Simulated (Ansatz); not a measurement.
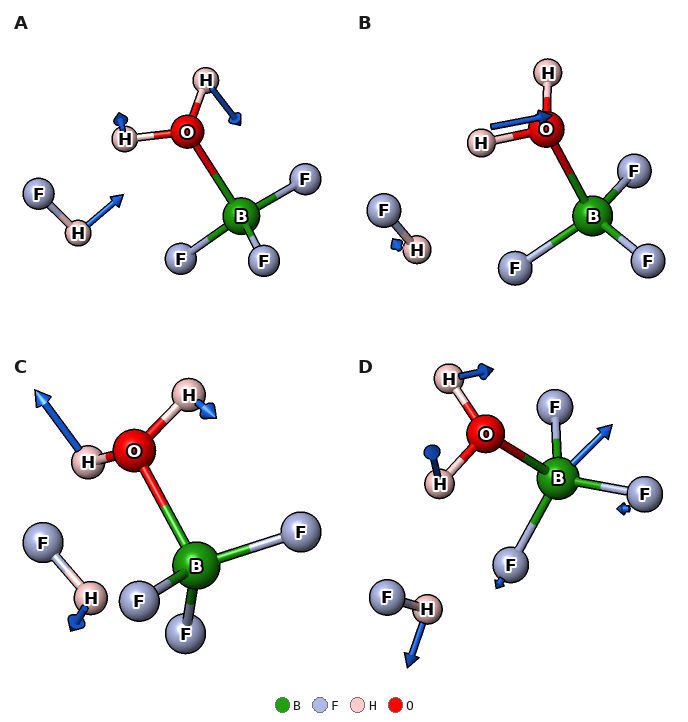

4 normal modes of one molecule or complex, as arrows. Harmonic vibrations computed with RKS PBE0-D4/def2-TZVP (Ansatz 0.2.0) at a stationary point of the same level.

Match the panels to the wavenumbers 789 cm⁻¹, 991 cm⁻¹, 1245 cm⁻¹, 3446 cm⁻¹.

A: 789 cm⁻¹, B–O–H bending
B: 3446 cm⁻¹, O–H stretching
C: 991 cm⁻¹
D: 1245 cm⁻¹
